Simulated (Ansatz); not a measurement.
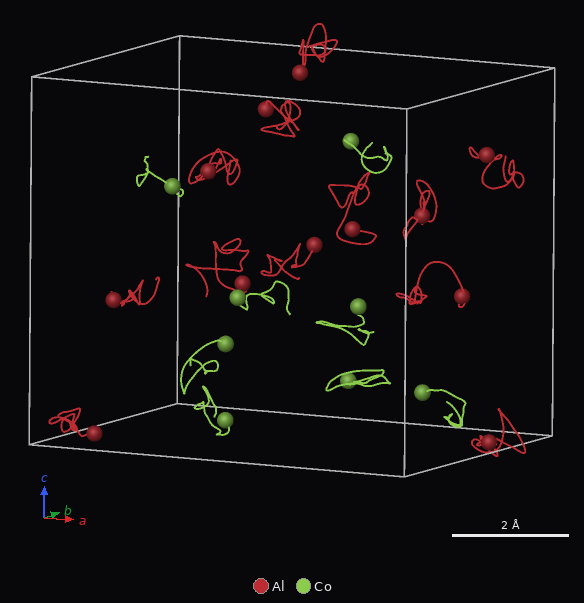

First-principles dynamics of an amorphous cell of composition Al₃Co₂ (20 atoms in the cell), 474 fs long. Lines trace each atom's path, in the colour of its element; spheres stand at the starting positions. Seen from a free direction in the simulation cell.

These are results of DFT PBE, scalar-relativistic, plane waves, PAW (Ansatz 0.2.0), not measurements. Run with plane-wave cutoff 420 eV; k-point mesh 1 × 1 × 1; Fermi-Dirac smearing 0.159 eV; volume 0.96 times that of the relaxed crystal; set temperature 1840 K; time step 3 fs.

### What do the traces tell about the motion?

Root-mean-square distances from the starting positions over the second half, with the common drift of all atoms taken out: Al 0.69 Å, Co 0.68 Å. Against the typical shortest distance between atoms in the first frame, about 2.3 Å these are large excursions, but over 474 fs one can't yet tell strong vibration from the start of diffusion. Over the second half the temperature averages 1669 K (spread ±273 K). The potential energy in the second half lies on average 96.9 meV per atom below the first frame. The mean pressure there is 4.4 GPa.

Limits of the set-up: the k-point mesh is coarse for a cell with partly filled bands; the periodic images lie only 6.3 Å apart, so the values are limited by the cell's size; an element that often carries a moment was run without spin polarisation.
